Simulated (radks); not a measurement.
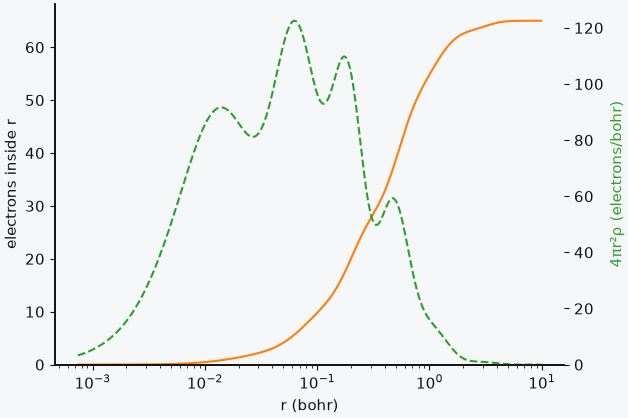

Er³⁺ (Z = 68, 65 electrons) in the configuration [Xe] 4f9 6p2. All numbers are computed, not measured: scalar-relativistic Kohn-Sham, LDA (Slater exchange, Perdew-Wang correlation), spin-unpolarised, spherical densities, point nucleus (the in-house radial solver radks).

The plot shows the number of electrons inside radius r (solid) and the radial density 4πr²ρ (dashed).

**Read the plot.**

The count levels off at 65 electrons. Half of them lie within 0.395 bohr, 90 % within 1.28 bohr and 99 % within 3.56 bohr. The radial density has minima at 0.0267, 0.114 and 0.337 bohr, where the count stands at 1.9, 11.1 and 29.5; these part the shells that the density resolves.
